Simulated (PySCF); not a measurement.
# PS₃⁻: a ladder of methods and rigid scans

Aim: at the PBE0 minimum of singlet PS₃⁻, found before, compare methods on energies and levels. Rigid scans about the minimum follow.

Program: PySCF 2.14.0. Level of theory: several methods, basis P def2-TZVPD, S def2-TZVPD, no relativity, density fitting. These are calculated values, not measurements.

## Step 1: The system as given

4 atoms, charge -1, spin multiplicity 1.

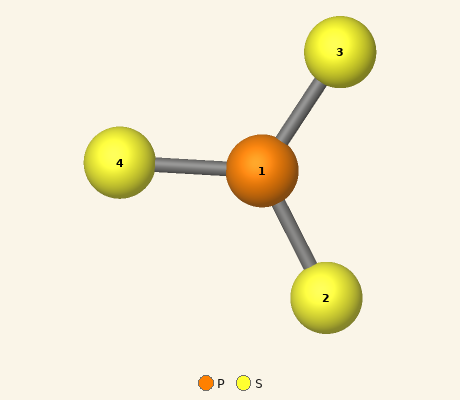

The starting geometry (phosphorus orange, sulfur yellow); atoms are numbered from 1 in the order of the file.

```xyz
4
charge -1 multiplicity 1
P     0.0000    0.0000    0.0000
S     1.9468    0.0000    0.0000
S    -0.9734    1.6860    0.0000
S    -0.9734   -1.6860    0.0000
```

## Step 2: PBE0

One driver script runs all steps and calls PySCF; scf.py shows the equivalent input of each level. Each SCF starts from the density of the minimum. The driver also runs the species with one electron less or more at the same geometry (one less: multiplicity 2); their logs are not shown.

File scf.py:

```python
from pyscf import gto, scf, dft
mol = gto.M(atom='''
P      0.000000     0.000000    -0.000000
S      1.946800     0.000005     0.000000
S     -0.973404     1.685976    -0.000000
S     -0.973396    -1.685981     0.000000''',
    basis={'P': 'def2-TZVPD', 'S': 'def2-TZVPD'},
    charge=-1, spin=0)
mf = dft.RKS(mol, xc='PBE0')
mf.grids.atom_grid = (99, 590)
aux = {'P': 'def2-universal-JKFIT', 'S': 'def2-universal-JKFIT'}
mf = mf.density_fit(auxbasis=aux)
mf.kernel()
```

The program printed:

```text
init E= -1535.60064494937
  HOMO = -0.0713651926548486  LUMO = 0.0786201262488326  gap/eV = 4.08131
cycle= 1 E= -1535.60064494966  delta_E= -2.93e-10  |g|= 1.98e-05  |ddm|= 0.000213
  HOMO = -0.0713665504672569  LUMO = 0.0786167224626411  gap/eV = 4.08125
Extra cycle  E= -1535.60064494934  delta_E= 3.18e-10  |g|= 3.81e-05  |ddm|= 4.85e-05
converged SCF energy = -1535.60064494934
```

This level, with the species of one electron less or more, ran for 9 s (8 threads, shared host).

| Item | Value |
| --- | --- |
| energy | -1535.600645 Eh |
| one electron less (charge +0) | -1535.462601 Eh (doublet, ⟨S²⟩ 0.76) |
| Mulliken charge of P1 | +0.65 e |

## Step 3: HF

scf.py: that of step 2 with these lines changed.

```diff
@@ -9,2 +9 @@
-mf = dft.RKS(mol, xc='PBE0')
-mf.grids.atom_grid = (99, 590)
+mf = scf.RHF(mol)
```

The program printed (excerpt; [...] marks lines left out):

```text
[... the frontier levels of the middle cycles are left out ...]
init E= -1533.47939353865
  HOMO = -0.156613629835448  LUMO = 0.157543587682263  gap/eV = 8.54865
cycle= 1 E= -1533.50796052498  delta_E= -0.0286  |g|= 0.0865  |ddm|= 0.389
  HOMO = -0.170519828130971  LUMO = 0.157740510647698  gap/eV = 8.93242
cycle= 2 E= -1533.50973762274  delta_E= -0.00178  |g|= 0.0487  |ddm|= 0.106
  HOMO = -0.167119261036408  LUMO = 0.157459570013138  gap/eV = 8.83224
cycle= 3 E= -1533.51050735352  delta_E= -0.00077  |g|= 0.0186  |ddm|= 0.0512
cycle= 4 E= -1533.51066089581  delta_E= -0.000154  |g|= 0.00373  |ddm|= 0.0242
cycle= 5 E= -1533.51067430731  delta_E= -1.34e-05  |g|= 0.000977  |ddm|= 0.00883
cycle= 6 E= -1533.51067502526  delta_E= -7.18e-07  |g|= 0.000308  |ddm|= 0.00185
cycle= 7 E= -1533.51067512145  delta_E= -9.62e-08  |g|= 3.38e-05  |ddm|= 0.00092
cycle= 8 E= -1533.51067512243  delta_E= -9.83e-10  |g|= 9.3e-06  |ddm|= 8.08e-05
  HOMO = -0.16791506828244  LUMO = 0.157524506963958  gap/eV = 8.85566
Extra cycle  E= -1533.51067512249  delta_E= -5.96e-11  |g|= 3.89e-06  |ddm|= 1.72e-05
converged SCF energy = -1533.51067512249
```

This level, with the species of one electron less or more, took 3.3 s.

* energy: -1533.510675 Eh
* one electron less (charge +0): -1533.374263 Eh (doublet, ⟨S²⟩ 0.82)
* Mulliken charge of P1: +0.93 e

## Step 4: PBE

scf.py: that of step 3 with these lines changed.

```diff
@@ -9 +9,2 @@
-mf = scf.RHF(mol)
+mf = dft.RKS(mol, xc='PBE')
+mf.grids.atom_grid = (99, 590)
```

The program printed (excerpt; [...] marks lines left out):

```text
[... the frontier levels of the middle cycles are left out ...]
init E= -1535.48294198629
  HOMO = -0.0279267028958223  LUMO = 0.0536538784059317  gap/eV = 2.21992
cycle= 1 E= -1535.48643548505  delta_E= -0.00349  |g|= 0.0511  |ddm|= 0.216
  HOMO = -0.0302102914246944  LUMO = 0.0596050255746334  gap/eV = 2.44400
cycle= 2 E= -1535.48229482194  delta_E= 0.00414  |g|= 0.13  |ddm|= 0.141
  HOMO = -0.0304518128883728  LUMO = 0.0544396302344303  gap/eV = 2.31001
cycle= 3 E= -1535.48715330375  delta_E= -0.00486  |g|= 0.00895  |ddm|= 0.0995
cycle= 4 E= -1535.48717485253  delta_E= -2.15e-05  |g|= 0.00219  |ddm|= 0.00922
cycle= 5 E= -1535.48717608473  delta_E= -1.23e-06  |g|= 0.000508  |ddm|= 0.00274
cycle= 6 E= -1535.48717615533  delta_E= -7.06e-08  |g|= 8.14e-05  |ddm|= 0.000545
cycle= 7 E= -1535.48717615698  delta_E= -1.65e-09  |g|= 1.56e-05  |ddm|= 6.63e-05
cycle= 8 E= -1535.48717615702  delta_E= -3.96e-11  |g|= 1.19e-05  |ddm|= 2.72e-05
  HOMO = -0.0299772686065616  LUMO = 0.0545804480207792  gap/eV = 2.30093
Extra cycle  E= -1535.48717615659  delta_E= 4.28e-10  |g|= 3.56e-05  |ddm|= 4.78e-05
converged SCF energy = -1535.48717615659
```

This level, with the species of one electron less or more, took 16 s.

| Property | Result |
| --- | --- |
| energy | -1535.487176 Eh |
| one electron less (charge +0) | -1535.361549 Eh (doublet, ⟨S²⟩ 0.75) |
| Mulliken charge of P1 | +0.51 e |

## Step 5: r2SCAN

scf.py: that of step 4 with these lines changed.

```diff
@@ -9 +9 @@
-mf = dft.RKS(mol, xc='PBE')
+mf = dft.RKS(mol, xc='R2SCAN')
```

The program printed (excerpt; [...] marks lines left out):

```text
[... the frontier levels of the middle cycles are left out ...]
init E= -1536.04295381326
  HOMO = -0.0376561856330966  LUMO = 0.0570690436802259  gap/eV = 2.57760
cycle= 1 E= -1536.04429006314  delta_E= -0.00134  |g|= 0.0168  |ddm|= 0.195
  HOMO = -0.0385696577277237  LUMO = 0.0578110240654546  gap/eV = 2.62265
cycle= 2 E= -1536.04418175146  delta_E= 0.000108  |g|= 0.0231  |ddm|= 0.0309
  HOMO = -0.0382359341167557  LUMO = 0.0568337701751531  gap/eV = 2.58698
cycle= 3 E= -1536.04430553422  delta_E= -0.000124  |g|= 0.00926  |ddm|= 0.0239
cycle= 4 E= -1536.04432994605  delta_E= -2.44e-05  |g|= 0.00134  |ddm|= 0.00711
cycle= 5 E= -1536.04433041041  delta_E= -4.64e-07  |g|= 0.000133  |ddm|= 0.00137
cycle= 6 E= -1536.04433041473  delta_E= -4.32e-09  |g|= 2.68e-05  |ddm|= 0.000168
cycle= 7 E= -1536.04433041485  delta_E= -1.15e-10  |g|= 1.37e-05  |ddm|= 3.9e-05
  HOMO = -0.0379562169947363  LUMO = 0.05734921194151  gap/eV = 2.59339
Extra cycle  E= -1536.04433041441  delta_E= 4.31e-10  |g|= 3.62e-05  |ddm|= 5.19e-05
converged SCF energy = -1536.04433041441
```

This level, with the species of one electron less or more, took 26 s.

| Item | Value |
| --- | --- |
| energy | -1536.044330 Eh |
| one electron less (charge +0) | -1535.913182 Eh (doublet, ⟨S²⟩ 0.76) |
| Mulliken charge of P1 | +0.79 e |

## Step 6: B3LYP

scf.py: that of step 5 with these lines changed.

```diff
@@ -9 +9 @@
-mf = dft.RKS(mol, xc='R2SCAN')
+mf = dft.RKS(mol, xc='B3LYP')
```

The program printed (excerpt; [...] marks lines left out):

```text
[... the frontier levels of the middle cycles are left out ...]
init E= -1536.20360929828
  HOMO = -0.0611016117198204  LUMO = 0.0754017590405738  gap/eV = 3.71445
cycle= 1 E= -1536.20593723979  delta_E= -0.00233  |g|= 0.0253  |ddm|= 0.352
  HOMO = -0.0618997632870766  LUMO = 0.072263967792388  gap/eV = 3.65078
cycle= 2 E= -1536.20563528264  delta_E= 0.000302  |g|= 0.0404  |ddm|= 0.0514
  HOMO = -0.0622683331127725  LUMO = 0.073843976924735  gap/eV = 3.70380
cycle= 3 E= -1536.20606003257  delta_E= -0.000425  |g|= 0.00793  |ddm|= 0.0342
cycle= 4 E= -1536.20607475884  delta_E= -1.47e-05  |g|= 0.000973  |ddm|= 0.00697
cycle= 5 E= -1536.20607503853  delta_E= -2.8e-07  |g|= 0.000296  |ddm|= 0.00106
cycle= 6 E= -1536.20607505772  delta_E= -1.92e-08  |g|= 1.35e-05  |ddm|= 0.000267
cycle= 7 E= -1536.20607505778  delta_E= -6.46e-11  |g|= 1.82e-06  |ddm|= 2.06e-05
  HOMO = -0.0627336717994176  LUMO = 0.073113234843067  gap/eV = 3.69658
Extra cycle  E= -1536.20607505778  delta_E= 4.55e-12  |g|= 2.68e-06  |ddm|= 4.72e-06
converged SCF energy = -1536.20607505778
```

This level, with the species of one electron less or more, ran for 18 s (8 threads, shared host).

* energy: -1536.206075 Eh
* one electron less (charge +0): -1536.070642 Eh (doublet, ⟨S²⟩ 0.76)
* Mulliken charge of P1: +0.46 e

## Step 7: TPSSh

scf.py: that of step 6 with these lines changed.

```diff
@@ -9 +9 @@
-mf = dft.RKS(mol, xc='B3LYP')
+mf = dft.RKS(mol, xc='TPSSH')
```

The program printed (excerpt; [...] marks lines left out):

```text
[... the frontier levels of the middle cycles are left out ...]
init E= -1536.20722728805
  HOMO = -0.0500669279808008  LUMO = 0.0647242203172134  gap/eV = 3.12363
cycle= 1 E= -1536.20786777118  delta_E= -0.00064  |g|= 0.00757  |ddm|= 0.201
  HOMO = -0.0484070725370422  LUMO = 0.0670797836651396  gap/eV = 3.14256
cycle= 2 E= -1536.2078624483  delta_E= 5.32e-06  |g|= 0.0088  |ddm|= 0.0203
  HOMO = -0.0488774407231212  LUMO = 0.066094821386681  gap/eV = 3.12855
cycle= 3 E= -1536.20787909645  delta_E= -1.66e-05  |g|= 0.00433  |ddm|= 0.00967
cycle= 4 E= -1536.20788443191  delta_E= -5.34e-06  |g|= 0.000324  |ddm|= 0.00324
cycle= 5 E= -1536.20788444071  delta_E= -8.8e-09  |g|= 0.000103  |ddm|= 0.000364
cycle= 6 E= -1536.20788444272  delta_E= -2.01e-09  |g|= 3.28e-05  |ddm|= 0.00012
cycle= 7 E= -1536.20788444304  delta_E= -3.19e-10  |g|= 1.01e-06  |ddm|= 3.74e-05
  HOMO = -0.0489763803024452  LUMO = 0.0660999215928442  gap/eV = 3.13139
Extra cycle  E= -1536.20788444304  delta_E= -4.55e-13  |g|= 9.26e-07  |ddm|= 1.93e-06
converged SCF energy = -1536.20788444304
```

This level, with the species of one electron less or more, took 28 s.

| Property | Result |
| --- | --- |
| energy | -1536.207884 Eh |
| one electron less (charge +0) | -1536.076017 Eh (doublet, ⟨S²⟩ 0.76) |
| Mulliken charge of P1 | +0.84 e |

## Step 8: HSE06

scf.py: that of step 7 with these lines changed.

```diff
@@ -9 +9 @@
-mf = dft.RKS(mol, xc='TPSSH')
+mf = dft.RKS(mol, xc='HSE06')
```

The program printed:

```text
init E= -1535.66864681298
  HOMO = -0.0568243069911247  LUMO = 0.0654527218084731  gap/eV = 3.32733
cycle= 1 E= -1535.6687394964  delta_E= -9.27e-05  |g|= 0.00565  |ddm|= 0.0693
  HOMO = -0.0567806419875438  LUMO = 0.0656583132986377  gap/eV = 3.33173
cycle= 2 E= -1535.66873914683  delta_E= 3.5e-07  |g|= 0.00301  |ddm|= 0.00609
  HOMO = -0.0569482988999539  LUMO = 0.0652583768931052  gap/eV = 3.32541
cycle= 3 E= -1535.66873848036  delta_E= 6.66e-07  |g|= 0.00318  |ddm|= 0.00444
  HOMO = -0.0569187150620962  LUMO = 0.0654060033154025  gap/eV = 3.32863
cycle= 4 E= -1535.66874139031  delta_E= -2.91e-06  |g|= 4.5e-05  |ddm|= 0.00228
  HOMO = -0.0569071717017238  LUMO = 0.0654172058542457  gap/eV = 3.32862
cycle= 5 E= -1535.6687413909  delta_E= -5.84e-10  |g|= 2.45e-05  |ddm|= 7.45e-05
  HOMO = -0.056914489195762  LUMO = 0.0654103803435149  gap/eV = 3.32863
Extra cycle  E= -1535.66874139087  delta_E= 2.82e-11  |g|= 2.58e-05  |ddm|= 5.81e-05
converged SCF energy = -1535.66874139087
```

This level, with the species of one electron less or more, took 16 s.

| Quantity | Value |
| --- | --- |
| energy | -1535.668741 Eh |
| one electron less (charge +0) | -1535.531610 Eh (doublet, ⟨S²⟩ 0.76) |
| Mulliken charge of P1 | +0.62 e |

## Step 9: revPBE

scf.py: that of step 8 with these lines changed.

```diff
@@ -9 +9 @@
-mf = dft.RKS(mol, xc='HSE06')
+mf = dft.RKS(mol, xc='PBE_R,PBE')
```

The program printed (excerpt; [...] marks lines left out):

```text
[... the frontier levels of the middle cycles are left out ...]
init E= -1535.86309984604
  HOMO = -0.0271136288978795  LUMO = 0.0554238634786977  gap/eV = 2.24596
cycle= 1 E= -1535.86558400976  delta_E= -0.00248  |g|= 0.042  |ddm|= 0.27
  HOMO = -0.0286592720451964  LUMO = 0.0607297702800231  gap/eV = 2.43240
cycle= 2 E= -1535.86289186165  delta_E= 0.00269  |g|= 0.105  |ddm|= 0.117
  HOMO = -0.0287984046828562  LUMO = 0.0565454774413929  gap/eV = 2.32233
cycle= 3 E= -1535.8660702921  delta_E= -0.00318  |g|= 0.00831  |ddm|= 0.0815
cycle= 4 E= -1535.86608972439  delta_E= -1.94e-05  |g|= 0.00151  |ddm|= 0.00817
cycle= 5 E= -1535.86609033577  delta_E= -6.11e-07  |g|= 0.000431  |ddm|= 0.00219
cycle= 6 E= -1535.86609038248  delta_E= -4.67e-08  |g|= 7.14e-05  |ddm|= 0.000468
cycle= 7 E= -1535.86609038382  delta_E= -1.34e-09  |g|= 1.51e-05  |ddm|= 5.82e-05
cycle= 8 E= -1535.86609038387  delta_E= -4.68e-11  |g|= 9.93e-06  |ddm|= 2.51e-05
  HOMO = -0.0283829023308755  LUMO = 0.0566682492885811  gap/eV = 2.31436
Extra cycle  E= -1535.86609038358  delta_E= 2.94e-10  |g|= 2.95e-05  |ddm|= 4e-05
converged SCF energy = -1535.86609038358
```

This level, with the species of one electron less or more, took 18 s.

- energy: -1535.866090 Eh
- one electron less (charge +0): -1535.742224 Eh (doublet, ⟨S²⟩ 0.75)
- Mulliken charge of P1: +0.66 e

## Step 10: The ladder

| level | vertical ionisation energy (eV) | −ε(HOMO) (eV) | gap (eV) | wall time |
| --- | --- | --- | --- | --- |
| PBE0 | 3.76 | 1.94 | 4.08 | 9 s |
| HF | 3.71 | 4.57 | 8.86 | 3.3 s |
| PBE | 3.42 | 0.82 | 2.30 | 16 s |
| r2SCAN | 3.57 | 1.03 | 2.59 | 26 s |
| B3LYP | 3.69 | 1.71 | 3.70 | 18 s |
| TPSSh | 3.59 | 1.33 | 3.13 | 28 s |
| HSE06 | 3.73 | 1.55 | 3.33 | 16 s |
| revPBE | 3.37 | 0.77 | 2.31 | 18 s |

Times are for 8 threads, shared host; PBE0 starts from its own converged density, so its time is not comparable. A dash stands where a species or a free atom was not run at that level, or the quantity is not defined.

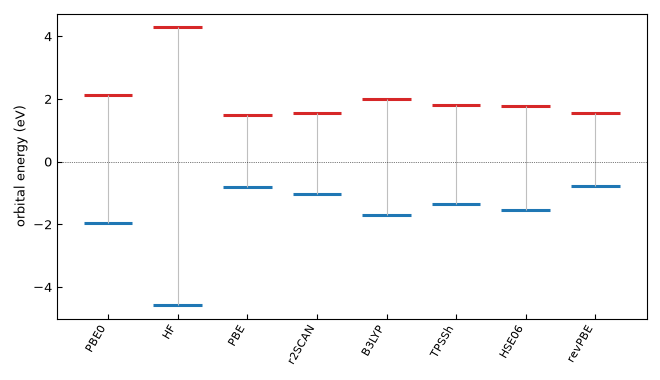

Highest occupied (blue) and lowest empty (red) levels by method.

## Step 11: Breathing scan

A rigid scan with PBE0: all bonds to the central atom are scaled together. Each point starts from its neighbour's orbitals, and energies count from the minimum. Dipoles of the ion refer to the centre of mass.

| scale of all bonds to the centre | energy (kJ/mol) |
| --- | --- |
| 0.88 | 337.9 |
| 0.92 | 130.6 |
| 0.96 | 28.5 |
| 1.00 | 0.0 |
| 1.04 | 21.9 |
| 1.08 | 77.3 |
| 1.14 | 197.6 |
| 1.22 | 388.4 |
| 1.35 | 698.7 |

The scan ran for 33 s (8 threads, shared host).

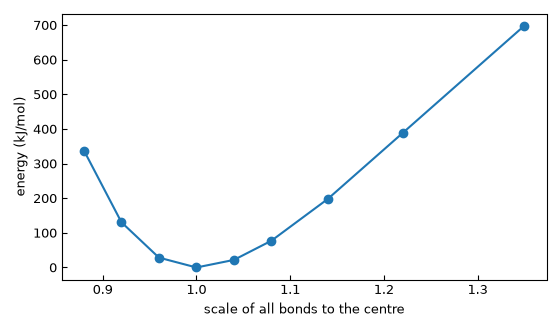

Energy along the scan.

## Step 12: Stretching one bond

A rigid scan with PBE0: the bond from P to the last atom (S) is scaled and the rest held.

| scale of one bond | energy (kJ/mol) | dipole size (D) |
| --- | --- | --- |
| 0.92 | 39.4 | 1.00 |
| 0.96 | 8.6 | 0.50 |
| 1.00 | 0.0 | 0.00 |
| 1.05 | 10.0 | 0.60 |
| 1.12 | 46.5 | 1.39 |
| 1.20 | 102.3 | 2.21 |
| 1.35 | 209.0 | 3.37 |
| 1.55 | 317.1 | 4.10 |
| 1.80 | 396.3 | 4.18 |
| 2.20 | 451.7 | 4.13 |

The scan took 34 s.

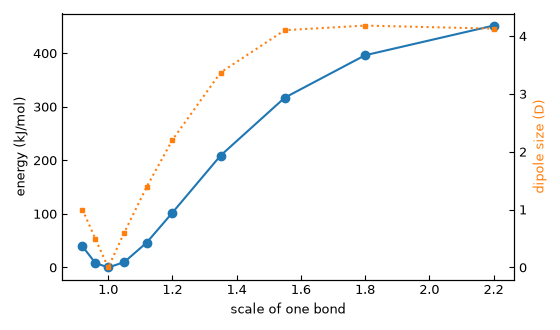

Energy (circles) and dipole moment (squares) along the scan.

A restricted determinant lies too high at long bonds, where the pair should uncouple.

## Step 13: Summary of results

| quantity | value |
| --- | --- |
| vertical ionisation energy, range | 3.37 (revPBE) to 3.76 (PBE0) eV |
| orbital gap, range | 2.30 (PBE) to 8.86 (HF) eV |
| all bonds 4 % longer | 21.9 kJ/mol |
| one bond 20 % longer | 102.3 kJ/mol |

**Reading.** The vertical ionisation energy spreads over 0.39 eV, from revPBE to PBE0; without a CCSD(T) value for it there is no yardstick here. Shortening all bonds by 4 % costs 28.5 kJ/mol and lengthening them 21.9: the wall is steeper on the short side.
